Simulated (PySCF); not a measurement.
**C₆H₁₁B₂N (SMILES BN(B(C)C#C)C1CC1): density, localisation and related maps**

The calculation's input:

```
{"job": {"kind": "nmr", "xc": "PBE0", "basis": "pcSseg-1"}, "charge": 0, "multiplicity": 1}
B     -0.653298     1.940443    -0.309474
N     -0.228046     0.597004    -0.273160
B      1.149418     0.211967    -0.216440
C      1.617901    -1.291934    -0.411463
C      2.224498     1.247257     0.049532
C      3.139625     1.998819     0.268302
C     -1.217037    -0.447868    -0.405631
C     -2.459136    -0.425183     0.430850
C     -1.401154    -1.455984     0.690123
H      0.136882     2.792744    -0.194650
H     -1.788081     2.182776    -0.473606
H      1.618302    -1.809884     0.547361
H      2.634771    -1.351438    -0.793760
H      0.972814    -1.861705    -1.075722
H      3.920941     2.676517     0.460382
H     -1.321560    -0.807635    -1.426113
H     -2.564179     0.373698     1.148262
H     -3.389516    -0.733661    -0.021044
H     -1.595154    -2.483617     0.421924
H     -0.803142    -1.341639     1.581290
```

Command:

```sh
OMP_NUM_THREADS=1 python probes_run.py task.json out
```

Geometry: GFN2-xTB.

Method: PBE0/pcSseg-1, SCF density, gas phase, non-relativistic in PySCF.

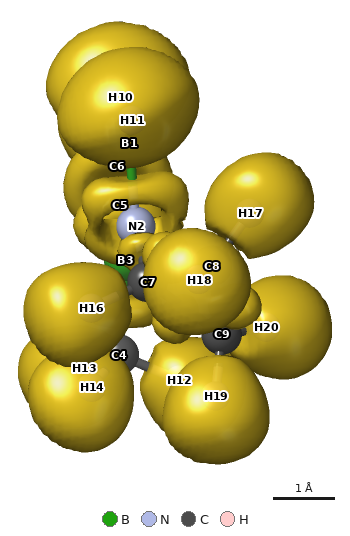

Figure 1. Isosurface of the ELF at 0.8 (yellow), seen at an oblique angle. Core shells and regions of very low density are left out.

Where are the electrons localised?

The ELF exceeds this value in two regions between bonded B–C atoms (shared pairs), four regions between bonded C–C atoms (shared pairs), one region between bonded C–N atoms (shared pairs), eleven regions around hydrogen nuclei and one region on N in which the atom's valence shell and bonds are merged. Along the contacts the grid gives the following. C–C (1.20 Å): the ELF peaks at about 0.85 between the atoms; a short, multiple covalent bond. B–N (1.41 Å): the ELF peaks at about 0.95 between the atoms, as expected for a short, strongly polar bond.

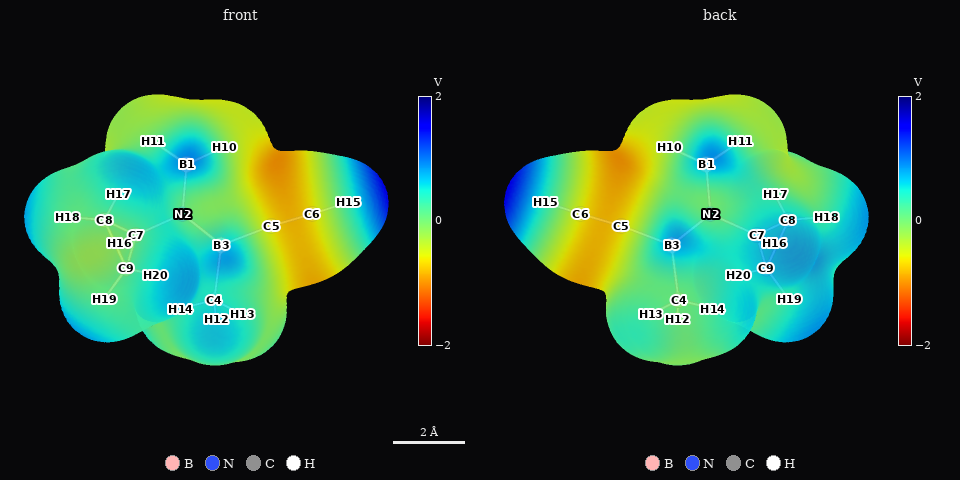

Figure 2. The electrostatic potential painted on the density surface at 0.002 e/bohr³, seen from the front and from behind; red is negative and blue positive.

Which sites attract a positive test charge, and which a negative one?

A positive charge is drawn to the negative regions and a negative charge to the positive ones. The most negative region (about −1.0 V) lies over C5, C6 and H10, the most positive (about +1.5 V) over H15.

What dipole moment does the calculation give?

Its dipole moment is 1.28 D.

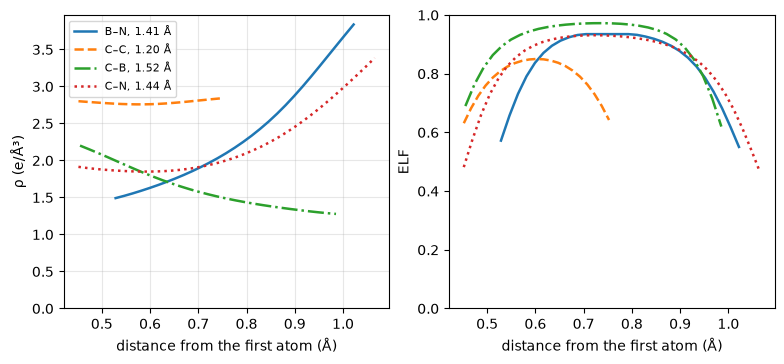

Figure 3. Total electron density and electron localisation function along straight lines between neighbouring atoms. The curves leave out the atomic cores.

What can be read from the curves?

B–N (1.41 Å): the density is about 1.9 e/Å³ at the midpoint; the ELF peaks at about 0.95 between the atoms (a polar covalent bond).
C–C (1.20 Å): ρ at the midpoint is about 2.8 e/Å³; the ELF peaks at about 0.85 between the atoms; a short, multiple covalent bond.
C–B (1.52 Å): ρ at the midpoint is about 1.5 e/Å³; the ELF peaks at about 1 between the atoms, as expected for localised, covalent bonding.
C–N (1.44 Å): the density is about 1.9 e/Å³ at the midpoint; the ELF peaks at about 0.95 between the atoms; a shared electron pair.
